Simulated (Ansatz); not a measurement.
# How fast states decay through KNaMg2Br3F3

A new crystal, KNaMg2Br3F3: structure, gap and complex bands. It is built by putting Br for part of the F in the KNaMg2F6 structure of space group P4/mmm, with the volume rescaled by atomic radii. The parent structure comes from the Materials Project.

Program: Ansatz 0.2.0. Level of theory: LDA DFT, plane waves, PAW files, in the first sound run; inputs show where later runs differ. Results are calculated unless marked as measured.

The structure was built from a prototype and need not be the compound's stable phase.

## (1) The structure

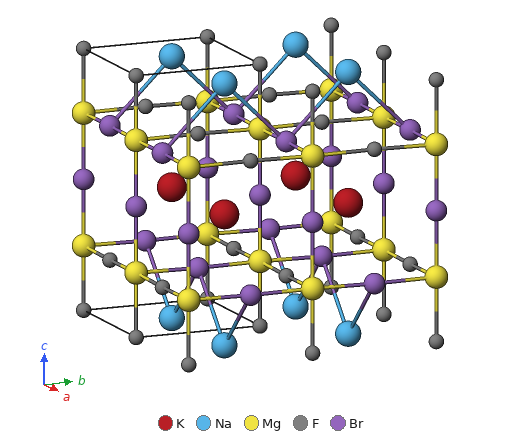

The starting structure, seen slightly off an axis (potassium red, sodium blue, magnesium yellow, fluorine grey, bromine purple). 2×2×1 cells are drawn. Some periodic images of atoms are drawn too.

## (2) Relaxing the new crystal

The substituted atoms don't fit the parent's cell, so cell and atoms relax together. A small smearing keeps the run stable in case the gap closes on the way.

input.yaml

```yaml
crystal:
  lattice:
    - [4.3704797062, 0.0, 0.0]
    - [0.0, 4.3704797062, 0.0]
    - [0.0, 0.0, 8.7188299098]
  atoms:
    - { symbol: K, position: [0.5, 0.5, 0.5] }
    - { symbol: Na, position: [0.5, 0.5, 0.0] }
    - { symbol: Mg, position: [0.0, 0.0, 0.246633] }
    - { symbol: Mg, position: [0.0, 0.0, 0.753367] }
    - { symbol: F, position: [0.5, 0.0, 0.24352] }
    - { symbol: Br, position: [0.5, 0.0, 0.75648] }
    - { symbol: F, position: [0.0, 0.5, 0.75648] }
    - { symbol: Br, position: [0.0, 0.5, 0.24352] }
    - { symbol: F, position: [0.0, 0.0, 0.0] }
    - { symbol: Br, position: [0.0, 0.0, 0.5] }
kpoints:
  mp_grid: { grid: [6, 6, 4] }
scf:
  occupations: { method: gaussian, width: 0.03 }
hamiltonian:
  xc: lda
output:
  forces: true
  stress: true
relax:
  f_tol: 0.02
  max_steps: 60
  cell: {}
```

Started as:

```
$ ansatz run input.yaml --threads 2 --pin off --max-ram 4096MiB --backend cpu --events-out ev --progress --plain --runs-dir out
```

Numbers of over 12 decimals in the logs are rounded to 6 here.

The program printed:

```text
Engine: ansatz 0.2.0, x86_64-unknown-linux-gnu
Pseudopotentials: kind: paw
Pseudopotential: K, paw, valence charge 9, recommended cutoff 420 eV (normal), K.paw.azcp
Pseudopotential: Na, paw, valence charge 9, recommended cutoff 420 eV (normal), Na.paw.azcp
Pseudopotential: Mg, paw, valence charge 10, recommended cutoff 420 eV (normal), Mg.paw.azcp
Pseudopotential: F, paw, valence charge 7, recommended cutoff 420 eV (normal), F.paw.azcp
Pseudopotential: Br, paw, valence charge 7, recommended cutoff 420 eV (normal), Br.paw.azcp
Functional definition: SPW92
  exchange = slater_x
  correlation = pw_c
Crystal: 10 atoms, lattice volume = 166.539 Å³
Basis set: ecut = 420 eV, 3301 PW (Γ)
Bands: 50, of which v1, the nominal top of the filled ones, is band 40 counted from 1 (39 counted from 0)
Symmetry: 8 space group operations
Space group: P-4m2 (ITA 115), of the structure as read, at distance tolerance 5.5e-5 Å
k-points: 30 of 144 (time reversal used)
Non-local potential: K, projectors of the file, l = 0: 3, l = 1: 2, l = 2: 2
Non-local potential: Na, projectors of the file, l = 0: 3, l = 1: 2, l = 2: 1
Non-local potential: Mg, projectors of the file, l = 0: 3, l = 1: 2, l = 2: 1
Non-local potential: F, projectors of the file, l = 0: 2, l = 1: 2, l = 2: 1
Non-local potential: Br, projectors of the file, l = 0: 2, l = 1: 2, l = 2: 2
PAW form: soft (Blöchl's): semilocal exchange-correlation on the pseudo side does not see the compensation charge
PAW frozen core: K, regenerated for the run's functional, and the local potential with it (the file was generated under x = pbe(κ = 0.804, μ = 0.219515), c = pbe(β = 0.066725))
PAW frozen core: Na, regenerated for the run's functional, and the local potential with it (the file was generated under x = pbe(κ = 0.804, μ = 0.219515), c = pbe(β = 0.066725))
PAW frozen core: Mg, regenerated for the run's functional, and the local potential with it (the file was generated under x = pbe(κ = 0.804, μ = 0.219515), c = pbe(β = 0.066725))
PAW frozen core: F, regenerated for the run's functional, and the local potential with it (the file was generated under x = pbe(κ = 0.804, μ = 0.219515), c = pbe(β = 0.066725))
PAW frozen core: Br, regenerated for the run's functional, and the local potential with it (the file was generated under x = pbe(κ = 0.804, μ = 0.219515), c = pbe(β = 0.066725))
PAW one-centre angular grid: K, 110 points (default); XC on 64 Gauss nodes
PAW one-centre angular grid: Na, 110 points (default); XC on 64 Gauss nodes
PAW one-centre angular grid: Mg, 110 points (default); XC on 64 Gauss nodes
PAW one-centre angular grid: F, 110 points (default); XC on 64 Gauss nodes
PAW one-centre angular grid: Br, 110 points (default); XC on 64 Gauss nodes
Initial density: superposition of atomic densities (neutral atoms: chi_scale 0, normalization atom), corrected by the library's trained network
Initial wavefunctions: pseudopotential atomic-orbital guess
Functional: x = slater, c = lda
SCF iter   1: F=—  HF=-17239.469231 eV  |F-HF|=—  |Δ(HF+E_count)|=         —  Δρ=1.25e-2  dr2=1.87e-1  ethr=1.77e-3  ⟨swp⟩=9.6  Hψ=7432  notcnv=0  defer=5
preconditioner: auto → Resta (q_TF=auto, 2.414 Å⁻¹)  ε∞=2.9  [insulator: Δε(μ)=4.843 eV  Ē_g=15.988 eV  σ=0.030 eV  W_gap=1.00  n_scr=38 (ndim 8)  ℏωp=22.3 eV  f_vac=0.040  D(μ)=0.00/eV (n_scr^D=0)  ε∞_Penn≈2.9]
SCF iter   2: F=—  HF=-17239.411223 eV  |F-HF|=—  |Δ(HF+E_count)|=   5.80e-2  Δρ=4.47e-3  dr2=1.62e-2  ethr=2.34e-4  ⟨swp⟩=2.3  Hψ=2838  notcnv=0  defer=93
SCF iter   3: F=—  HF=-17239.406743 eV  |F-HF|=—  |Δ(HF+E_count)|=   4.48e-3  Δρ=1.76e-3  dr2=4.46e-3  ethr=2.02e-5  ⟨swp⟩=2.0  Hψ=2458  notcnv=0  defer=93
SCF iter   4: F=—  HF=-17239.405725 eV  |F-HF|=—  |Δ(HF+E_count)|=   1.02e-3  Δρ=7.00e-4  dr2=5.63e-4  ethr=5.57e-6  ⟨swp⟩=2.4  Hψ=2079  notcnv=0  defer=93
SCF iter   5: F=—  HF=-17239.405560 eV  |F-HF|=—  |Δ(HF+E_count)|=   1.65e-4  Δρ=1.24e-4  dr2=2.40e-5  ethr=7.04e-7  ⟨swp⟩=2.6  Hψ=2554  notcnv=0  defer=93
SCF iter   6: F=—  HF=-17239.405560 eV  |F-HF|=—  |Δ(HF+E_count)|=   1.92e-7  Δρ=2.75e-5  dr2=1.01e-6  ethr=3.00e-8  ⟨swp⟩=2.4  Hψ=2611  notcnv=0  defer=93
SCF iter   7: F=—  HF=-17239.405559 eV  |F-HF|=—  |Δ(HF+E_count)|=   1.79e-7  Δρ=1.21e-5  dr2=1.69e-7  ethr=1.25e-10  ⟨swp⟩=5.1  Hψ=5910  notcnv=0
SCF iter   8: F=-17239.405559 eV  HF=-17239.405559 eV  |F-HF|=2.33e-8  |Δ(HF+E_count)|=   2.87e-8  Δρ=5.72e-6  dr2=3.49e-8  ethr=1.25e-10  ⟨swp⟩=5.0  Hψ=5004  notcnv=0
SCF 1 converged in 8 iterations: F = -17239.405559 eV  dr2 = 3.49e-8
  greatest PAW one-centre occupation: 1.001 electrons in one spin orbital (limit 2), on the Mg atom at site 3 (counted from 0), in its partial waves of l = 1
relax step   1: F+E_penalty+E_count = -17239.40555934 eV  Δ(F+E_penalty+E_count) = +0.000e0 eV  max|allowed force component| = 4.005e0 eV/Å  Δτ_max = 0.0000 Å  P = +13.787 GPa  Ω = 166.539 Å³  (8 SCF iters, dr2 threshold 1.00e-7 eV, accepted)
Crystal: 10 atoms, lattice volume = 182.399 Å³
Basis set: ecut = 420 eV, 3589 PW (Γ)
Initial density: handed on by an earlier stage of this run
Initial wavefunctions: those handed on with the density
iter 1 solved again at ethr=7.75e-4 eV; its pass at ethr=3.10e-3 eV (dr2=6.20e-1 eV) is discarded
SCF iter   1: F=—  HF=-17241.483522 eV  |F-HF|=—  |Δ(HF+E_count)|=         —  Δρ=1.67e-2  dr2=6.22e-1  ethr=7.75e-4  ⟨swp⟩=1.7  Hψ=7327  notcnv=0
preconditioner: auto → Resta (q_TF=auto, 2.378 Å⁻¹)  ε∞=2.8  [insulator: Δε(μ)=4.612 eV  Ē_g=15.893 eV  σ=0.030 eV  W_gap=1.00  n_scr=38 (ndim 8)  ℏωp=21.3 eV  f_vac=0.041  D(μ)=0.00/eV (n_scr^D=0)  ε∞_Penn≈2.8]
SCF iter   2: F=—  HF=-17241.303376 eV  |F-HF|=—  |Δ(HF+E_count)|=   1.80e-1  Δρ=8.46e-3  dr2=1.02e-1  ethr=7.75e-4  ⟨swp⟩=3.4  Hψ=2476  notcnv=0
SCF iter   3: F=—  HF=-17241.271544 eV  |F-HF|=—  |Δ(HF+E_count)|=   3.18e-2  Δρ=3.66e-3  dr2=2.22e-2  ethr=1.27e-4  ⟨swp⟩=3.0  Hψ=3186  notcnv=0  defer=129
SCF iter   4: F=—  HF=-17241.265392 eV  |F-HF|=—  |Δ(HF+E_count)|=   6.15e-3  Δρ=9.48e-4  dr2=1.28e-3  ethr=2.77e-5  ⟨swp⟩=2.4  Hψ=2413  notcnv=0  defer=129
SCF iter   5: F=—  HF=-17241.265157 eV  |F-HF|=—  |Δ(HF+E_count)|=   2.35e-4  Δρ=2.92e-4  dr2=1.18e-4  ethr=1.61e-6  ⟨swp⟩=2.0  Hψ=2422  notcnv=0  defer=129
SCF iter   6: F=—  HF=-17241.265143 eV  |F-HF|=—  |Δ(HF+E_count)|=   1.37e-5  Δρ=2.00e-4  dr2=4.55e-5  ethr=1.48e-7  ⟨swp⟩=2.0  Hψ=2231  notcnv=0  defer=129
SCF iter   7: F=—  HF=-17241.265133 eV  |F-HF|=—  |Δ(HF+E_count)|=   1.02e-5  Δρ=2.76e-5  dr2=1.28e-6  ethr=5.69e-8  ⟨swp⟩=2.0  Hψ=2185  notcnv=0  defer=129
[...]
relax step  21: F+E_penalty+E_count = -17242.83506460 eV  Δ(F+E_penalty+E_count) = -8.629e-4 eV  max|allowed force component| = 3.531e-2 eV/Å  Δτ_max = 0.0042 Å  P = +0.016 GPa  Ω = 204.812 Å³  energy of the carried Pulay correction = -1.598e-2 eV  (6 SCF iters, dr2 threshold 9.28e-8 eV, accepted)
relax step  22: F+E_penalty+E_count = -17242.83549169 eV  Δ(F+E_penalty+E_count) = -4.271e-4 eV  max|allowed force component| = 1.025e-2 eV/Å  Δτ_max = 0.0050 Å  P = -0.001 GPa  Ω = 204.710 Å³  energy of the carried Pulay correction = -1.574e-2 eV  (5 SCF iters, dr2 threshold 7.79e-8 eV, accepted)
relax step  23: F+E_penalty+E_count = -17242.96459046 eV  Δ(F+E_penalty+E_count) = -1.291e-1 eV  max|allowed force component| = 1.313e-2 eV/Å  Δτ_max = 0.0000 Å  P = +0.654 GPa  Ω = 204.710 Å³  stress off target by 1.94e0 GPa  SCF on the basis re-selected at this cell (its energy is not comparable with the rows above)  (8 SCF iters)
relax step  24: F+E_penalty+E_count = -17243.01574724 eV  Δ(F+E_penalty+E_count) = -5.116e-2 eV  max|allowed force component| = 1.199e-1 eV/Å  Δτ_max = 0.0346 Å  P = +0.002 GPa  Ω = 208.783 Å³  energy of the carried Pulay correction = -7.257e-3 eV  (7 SCF iters, dr2 threshold 1.00e-6 eV, accepted)
relax step  25: F+E_penalty+E_count = -17243.01342844 eV  Δ(F+E_penalty+E_count) = +2.319e-3 eV  max|allowed force component| = 1.631e-1 eV/Å  Δτ_max = 0.0479 Å  P = -0.147 GPa  Ω = 212.702 Å³  energy of the carried Pulay correction = -1.533e-2 eV  (7 SCF iters, dr2 threshold 8.99e-7 eV, accepted)
relax step  26: F+E_penalty+E_count = -17243.02319305 eV  Δ(F+E_penalty+E_count) = -9.765e-3 eV  max|allowed force component| = 1.396e-2 eV/Å  Δτ_max = 0.0151 Å  P = +0.043 GPa  Ω = 210.789 Å³  energy of the carried Pulay correction = -1.126e-2 eV  (7 SCF iters, dr2 threshold 1.00e-6 eV, accepted)
relax step  27: F+E_penalty+E_count = -17243.04514592 eV  Δ(F+E_penalty+E_count) = -2.195e-2 eV  max|allowed force component| = 1.222e-2 eV/Å  Δτ_max = 0.0000 Å  P = +0.126 GPa  Ω = 210.789 Å³  stress off target by 3.70e-1 GPa  SCF on the basis re-selected at this cell (its energy is not comparable with the rows above)  (7 SCF iters)
relax step  28: F+E_penalty+E_count = -17243.04563395 eV  Δ(F+E_penalty+E_count) = -4.880e-4 eV  max|allowed force component| = 1.333e-2 eV/Å  Δτ_max = 0.0089 Å  P = +0.018 GPa  Ω = 212.064 Å³  energy of the carried Pulay correction = -2.086e-3 eV  (7 SCF iters, dr2 threshold 3.42e-7 eV, accepted)
relax step  29: F+E_penalty+E_count = -17243.04484220 eV  Δ(F+E_penalty+E_count) = +7.918e-4 eV  max|allowed force component| = 2.619e-2 eV/Å  Δτ_max = 0.0077 Å  P = +0.008 GPa  Ω = 212.598 Å³  energy of the carried Pulay correction = -2.987e-3 eV  (7 SCF iters, dr2 threshold 8.40e-9 eV, accepted)
relax step  30: F+E_penalty+E_count = -17243.04499079 eV  Δ(F+E_penalty+E_count) = -1.486e-4 eV  max|allowed force component| = 1.386e-3 eV/Å  Δτ_max = 0.0016 Å  P = +0.006 GPa  Ω = 212.550 Å³  energy of the carried Pulay correction = -2.907e-3 eV  (5 SCF iters, dr2 threshold 4.29e-8 eV, accepted)
iter 1 solved again at ethr=4.57e-7 eV; its pass at ethr=3.10e-3 eV (dr2=3.66e-4 eV) is discarded
SCF iter   1: F=—  HF=-17243.048195 eV  |F-HF|=—  |Δ(HF+E_count)|=         —  Δρ=1.23e-4  dr2=2.75e-6  ethr=4.57e-7  ⟨swp⟩=4.5  Hψ=11742  notcnv=0  defer=1
preconditioner: auto → Resta (q_TF=auto, 2.318 Å⁻¹)  ε∞=3.1  [insulator: Δε(μ)=2.310 eV  Ē_g=12.072 eV  σ=0.030 eV  W_gap=1.00  n_scr=48 (ndim 8)  ℏωp=17.6 eV  f_vac=0.094  D(μ)=0.00/eV (n_scr^D=0)  ε∞_Penn≈3.1]
SCF iter   2: F=—  HF=-17243.048383 eV  |F-HF|=—  |Δ(HF+E_count)|=   1.87e-4  Δρ=5.89e-5  dr2=7.64e-7  ethr=3.44e-9  ⟨swp⟩=2.8  Hψ=2567  notcnv=0
SCF iter   3: F=—  HF=-17243.048388 eV  |F-HF|=—  |Δ(HF+E_count)|=   5.73e-6  Δρ=2.31e-5  dr2=9.30e-8  ethr=9.55e-10  ⟨swp⟩=2.0  Hψ=1796  notcnv=0
SCF iter   4: F=—  HF=-17243.048389 eV  |F-HF|=—  |Δ(HF+E_count)|=   9.24e-7  Δρ=1.17e-6  dr2=1.45e-9  ethr=1.16e-10  ⟨swp⟩=2.0  Hψ=2055  notcnv=0
SCF iter   5: F=—  HF=-17243.048389 eV  |F-HF|=—  |Δ(HF+E_count)|=  1.82e-11  Δρ=4.79e-7  dr2=3.04e-10  ethr=1.81e-12  ⟨swp⟩=2.9  Hψ=2788  notcnv=0
SCF iter   6: F=-17243.048389 eV  HF=-17243.048389 eV  |F-HF|=4.37e-11  |Δ(HF+E_count)|=  1.82e-11  Δρ=1.89e-7  dr2=5.31e-11  ethr=1.00e-12  ⟨swp⟩=5.0  Hψ=5617  notcnv=0
SCF 31 converged in 6 iterations: F = -17243.048389 eV  dr2 = 5.31e-11
relax step  31: F+E_penalty+E_count = -17243.04838916 eV  Δ(F+E_penalty+E_count) = -3.398e-3 eV  max|allowed force component| = 1.158e-3 eV/Å  Δτ_max = 0.0000 Å  P = +0.013 GPa  Ω = 212.550 Å³  stress off target by 4.39e-2 GPa  SCF on the basis re-selected at this cell (its energy is not comparable with the rows above)  (6 SCF iters)
basis re-selected at this cell: Δ(F+E_penalty+E_count) = -3.398e-3 eV, ΔP = +0.007 GPa vs the last step (what re-selecting the basis moved, of the pressure what is left beyond the Pulay correction that the steps carried, after the strain that the cell walked since its last selection, with what the two solves' SCF thresholds leave and, on support functions, any second-order correction that the steps lacked; it is no m [...]
SCF converged after 6 iterations
Free energy (F): -17243.048389 eV
Harris-Foulkes:  -17243.048389 eV  (|F-HF|=4.37e-11)
Internal energy: -17243.048389 eV  (E = F + TS)
E sigma→0 (E₀):  -17243.048389 eV
Fermi energy:    4.264579 eV
--- Per-component energies (eV) ---
  E_band       = -1255.695901
  E_kinetic    = 1552.994940
  E_local      = -11155.322248  (includes V_loc(G=0)·N_el)
  E_nonlocal   = 767.452414
  E_hartree    = 4428.136044
  E_xc         = -1251.191658
  E_vxc        = -911.630816  (∫ρ·V_xc dr)
  E_paw        = -8574.544627  (= ΣΔE_a)
  E_vpaw       = -365.468566  (= ΣTr[D̂ρ^β])
  E_aug_tail   = 0.006080  (compensation charges beyond the density's cutoff)
  E_ewald      = -3012.237972
  E_core_change = 1.658638  (= ΣΔE_core)
  E_smearing   = -0.000000  (= −TS)
  E_closure    = 0.000000  (closes the sum)
  Σ components = -17243.048389   (vs F -17243.048389, Δ=0.00e0)
--- Forces (eV/Å), atoms counted from 1 ---
  atom   1  K     -0.00000000     0.00000000    -0.00000000
  atom   2  Na    -0.00000000     0.00000000    -0.00000000
  atom   3  Mg    -0.00000000     0.00000000     0.00115791
  atom   4  Mg    -0.00000000     0.00000000    -0.00115791
  atom   5  F     -0.00000000     0.00000000     0.00040053
  atom   6  Br     0.00000000    -0.00000000     0.00011685
  atom   7  F     -0.00000000     0.00000000    -0.00040053
  atom   8  Br     0.00000000    -0.00000000    -0.00011685
  atom   9  F      0.00000000    -0.00000000     0.00000000
  atom  10  Br    -0.00000000     0.00000000    -0.00000000
  max |Σ_I F_I| component: 3.38e-17 eV/Å
--- Stress (GPa, compression-positive) ---
       -0.002029       0.000000      -0.000000
        0.000000      -0.002029       0.000000
       -0.000000       0.000000       0.043920
  P = ⅓ Tr σ = 0.0133 GPa (0.133 kbar)
--- Relaxed structure (27 steps of the walk, 26 accepted, 4 SCFs on fresh bases) ---
  F+E_penalty+E_count = -17243.04838916 eV   max|allowed force component| = 1.158e-3 eV/Å   (the final SCF, on the basis selected at the relaxed cell)
  cell:  # Å, volume = 212.5501 Å³
    - [4.118560, 0, 0]
    - [0, 4.118560, 0.0]
    - [0, 0.0, 12.530563]
  atoms:
    - { symbol: K, position: [0.5, 0.5, 0.5] }
    - { symbol: Na, position: [0.5, 0.5, -5.2725162193742e-19] }
    - { symbol: Mg, position: [0, 0, 0.149224] }
    - { symbol: Mg, position: [0, 0, 0.850776] }
    - { symbol: F, position: [0.5, 0, 0.119720] }
    - { symbol: Br, position: [0.5, 0, 0.743753] }
    - { symbol: F, position: [0, 0.5, 0.880280] }
    - { symbol: Br, position: [0, 0.5, 0.256247] }
    - { symbol: F, position: [0, 0, -5.2725162193742e-19] }
    - { symbol: Br, position: [0, 0, 0.5] }
```

Wall time 4.9 min (2 threads of Intel Xeon Platinum 8259CL at 2.50GHz (Skylake/Cascade Lake), shared host); peak memory 0.66 GiB.

Relaxation path (22 of 31):

```
step  energy less that of the first step (eV)  largest force component (eV/Å)  pressure (GPa)  volume (Å³)
   1                                   0.0000                          4.0045           13.79       166.54
   2                                  -1.8596                          1.9935            4.19       182.40
   4                                  -2.5636                          0.1706            0.34       193.52
   5                                  -2.5812                          0.0870            0.20       194.26
   7                                  -2.6188                          0.1085            0.01       196.56
   8                                  -2.6262                          0.1498           -0.22       197.59
  10                                  -2.6722                          0.3961           -0.51       199.66
  11                                  -2.6787                          0.3148            0.03       195.44
  12                                  -2.6929                          0.3110            0.14       196.55
  14                                  -2.7064                          0.0137            0.04       196.63
  15                                  -2.7066                          0.0054           -0.02       196.67
  17                                  -3.1908                          0.0673            0.94       201.29
  18                                  -3.3302                          0.1335            0.47       203.06
  20                                  -3.4286                          0.0188           -0.11       205.13
  21                                  -3.4295                          0.0353            0.02       204.81
  22                                  -3.4299                          0.0103            0.00       204.71
  24                                  -3.6102                          0.1199            0.00       208.78
  25                                  -3.6079                          0.1631           -0.15       212.70
 27*                                  -3.6396                          0.0122            0.13       210.79
  28                                  -3.6401                          0.0133            0.02       212.06
  30                                  -3.6394                          0.0014            0.01       212.55
 31*                                  -3.6428                          0.0012            0.01       212.55
```

Relaxation steps marked * repeat the geometry before them on a plane-wave basis chosen anew for their cell, so energy and pressure can jump there. Other such steps can lie between the rows shown. Relaxation step 11 was tried and not accepted.

The run keeps the 8 symmetry operations that it works with, so distortions that break them were not tested.

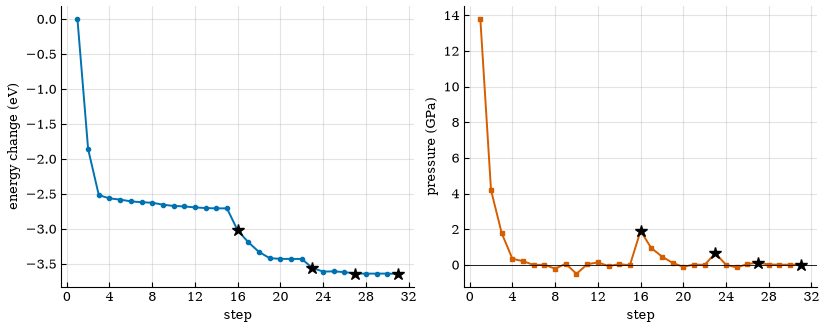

Energy and pressure along the relaxation. Stars mark steps on a basis chosen anew.

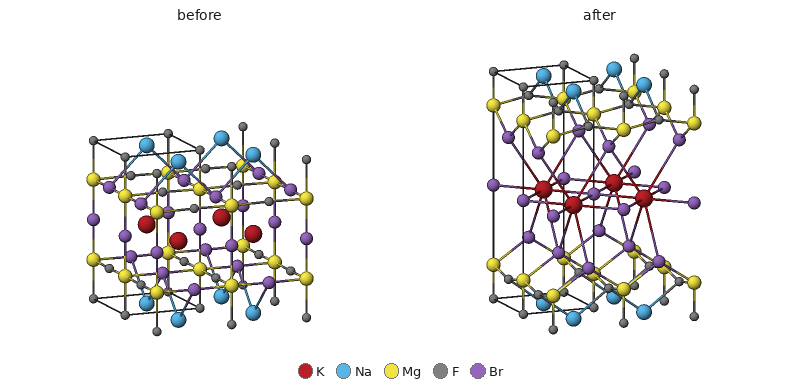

The structure before and after the relaxation, drawn at the same scale.

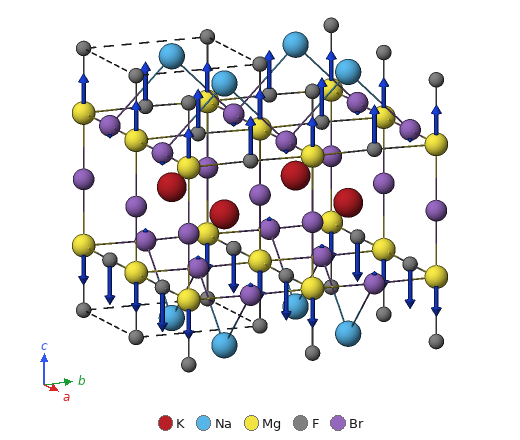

Displacements in the relaxation, scaled, measured against the changing cell; the longest in the cell stands for 1.55 Å. 2×2×1 cells are drawn. Some periodic images of atoms are drawn too.

```
     cell as run  before   after   change
           a (Å)   4.370   4.119   -5.8 %
           b (Å)   4.370   4.119   -5.8 %
           c (Å)   8.719  12.531  +43.7 %
volume (Å³/atom)   16.65   21.26  +27.6 %
```

The atoms that moved most (Å, as changes of fractional coordinates times the final cell):

```
atom     dx     dy      dz  length
  F7  0.000  0.000   1.551   1.551
  F5  0.000  0.000  -1.551   1.551
 Mg4  0.000  0.000   1.221   1.221
 Mg3  0.000  0.000  -1.221   1.221
 Br8  0.000  0.000   0.159   0.159
 Br6  0.000  0.000  -0.159   0.159
```

This step gave:

```yaml
free_energy: -17243.0484 eV
fermi_energy: 4.265 eV
pressure: 0.01329 GPa
```

The largest force component on a free atom ends at 0.0012 eV/Å.

(Continued in part 2 of 3.)

[Logs are printed without paths, hosts, clocks, repeated set-up lines and the standing remarks that a program may print on its own settings, such as how far it seeks lower states.]

[Hosts, paths, dates, database ids (printed as entryN), source tags and the programs' standing remarks are cut or masked in the printed files.]

[New means built here by substitution; the compound itself may be known and measured.]
